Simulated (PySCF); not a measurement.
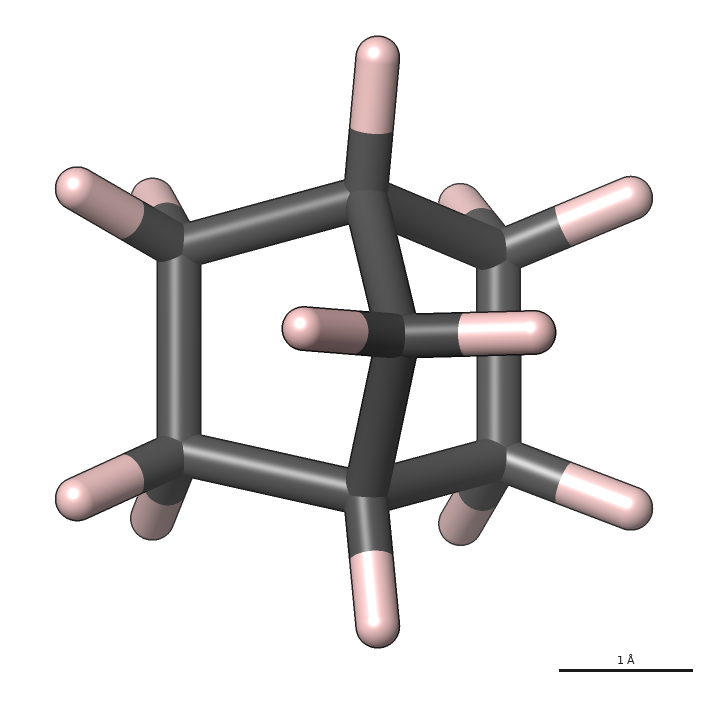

Every bond is drawn as one stick, whatever its order. Colours: carbon dark grey, hydrogen pink.

The computed structure is the end point of a PBE0-D3(BJ)/def2-SVP optimisation. No frequency run is at hand to confirm it as a minimum.

**Which formula does it have?**

C7H12, 19 atoms: 7 carbon and 12 hydrogen.

**How many atoms are distinct by symmetry?**

7: 4 C, 2 C, 1 C, 4 H, 4 H, 2 H, 2 H.

More results for the same structure follow; atom numbers are the same in all pictures, views and colours differ.

### Shape

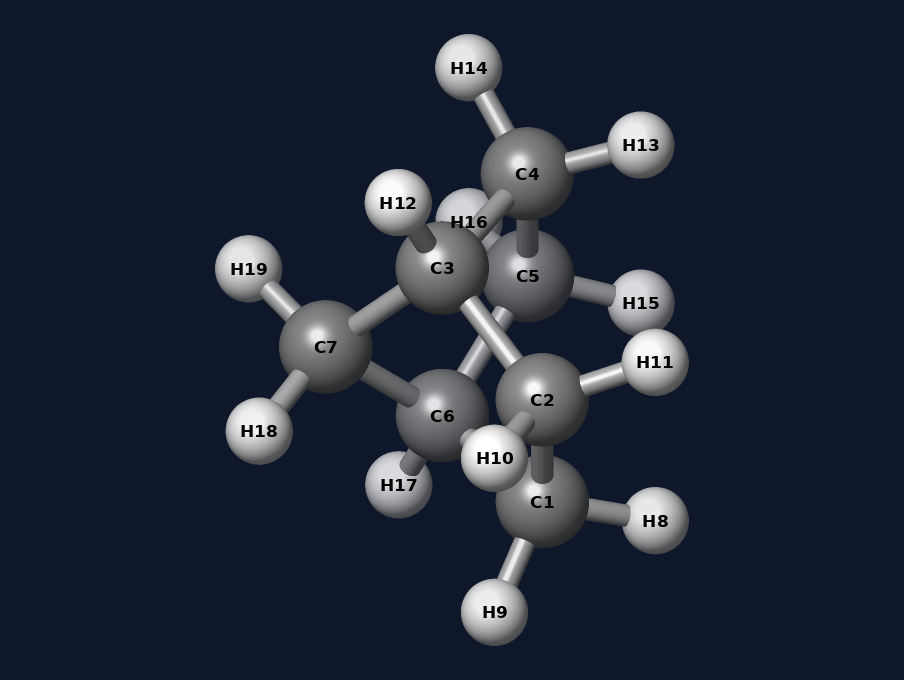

Numbered structure. No frequency run is at hand to confirm it as a minimum.

**How are the neighbours of atom 3 arranged?**

C3 has 4 neighbours (C2 at 1.54, C4 at 1.54, C7 at 1.53, H12 at 1.10 Å); the arrangement is tetrahedral.

**What is the geometry at C1?**

C1 has 4 neighbours (C2 at 1.55, C6 at 1.54, H8 at 1.10, H9 at 1.10 Å); the arrangement is tetrahedral.

**What is the dihedral angle C7–C3–C4–C5?**

35° in size, that is gauche.

### NMR shielding

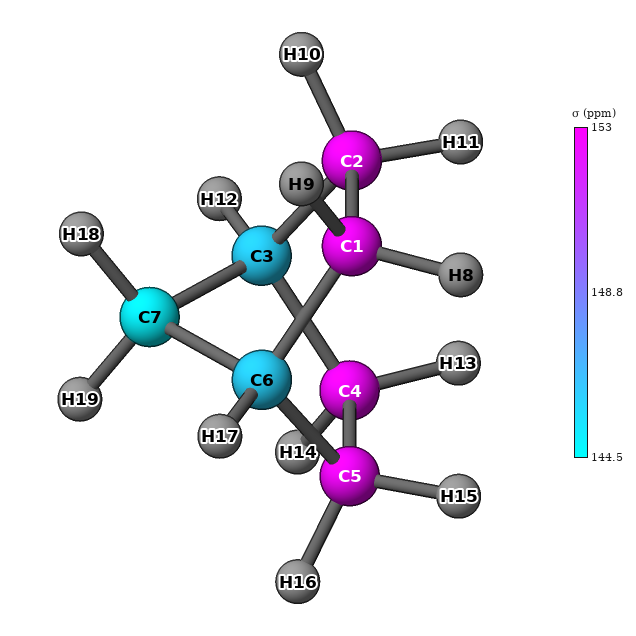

Atoms are coloured by their isotropic NMR shieldings (C only, the others grey). No frequency run is at hand to confirm it as a minimum. Level of theory: GIAO PBE0/pcSseg-1 NMR shielding, non-relativistic, IEF-PCM chloroform (PySCF 2.14.0).

Give the isotropic NMR shieldings of the C atoms atom by atom.

| atom | σ (ppm) |
| --- | --- |
| C1 | 152.7 |
| C2 | 152.7 |
| C3 | 145.9 |
| C4 | 152.7 |
| C5 | 152.7 |
| C6 | 145.9 |
| C7 | 144.8 |

### Excitation

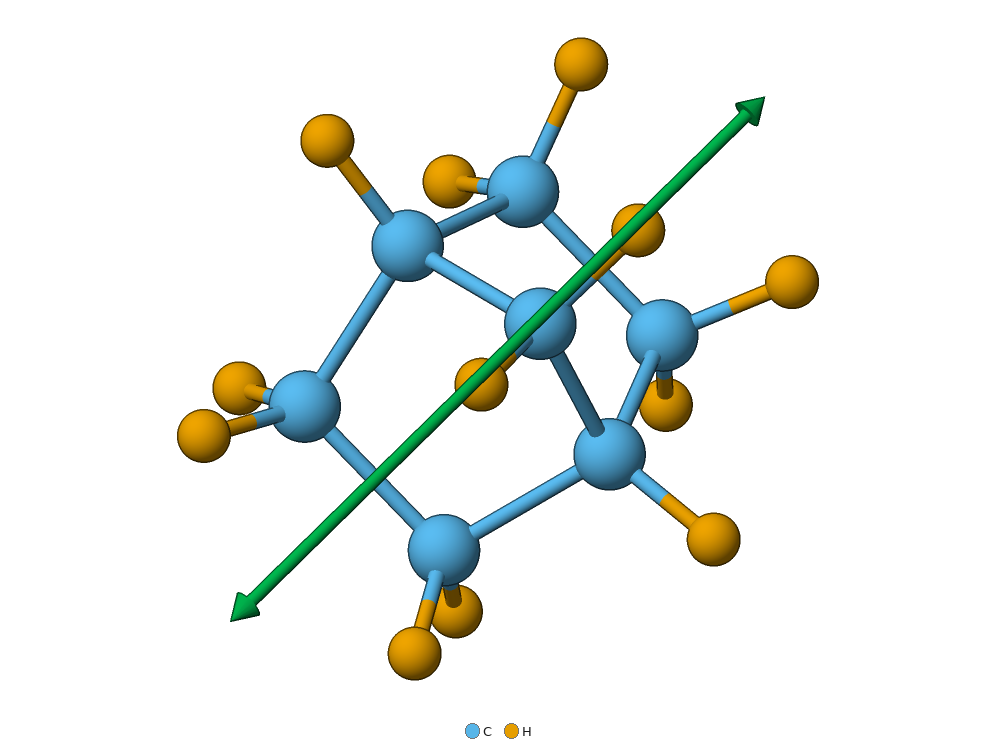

The double arrow shows the direction of the transition dipole to excited singlet state 4 (its length means nothing). No frequency run is at hand to confirm it as a minimum. Method: TDDFT B3LYP/def2-SVPD, vertical, IEF-PCM chloroform (non-equilibrium linear response), core orbitals frozen in the response (PySCF 2.14.0).

**Give its energy, strength and character.**

8.28 eV (150 nm), oscillator strength 0.046, mainly HOMO → LUMO+1 (weight 0.97); transition dipole 1.21 D.

### Ring current

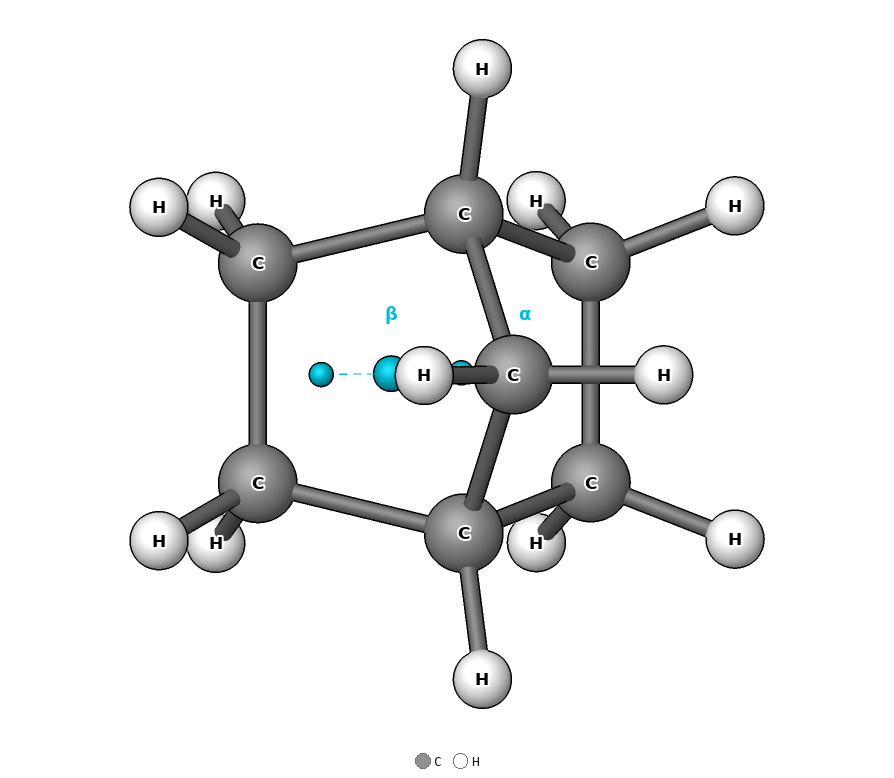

The small points mark where nucleus-independent chemical shifts (NICS) were computed: at the centre of each lettered ring and 1 Å above and below it. No frequency run is at hand to confirm it as a minimum. Properties computed with GIAO PBE0/pcSseg-1 NMR shielding, non-relativistic, IEF-PCM cyclohexane (PySCF 2.14.0).

Give NICS(0), NICS(1) and the out-of-plane component NICS(1)zz for each ring (means of the two sides).

```
ring  members  NICS(0)  NICS(1)  NICS(1)zz
   α       C5     −9.0     −6.7       −8.5
   β       C5     −9.0     −6.7       −8.5
```

Values in ppm.
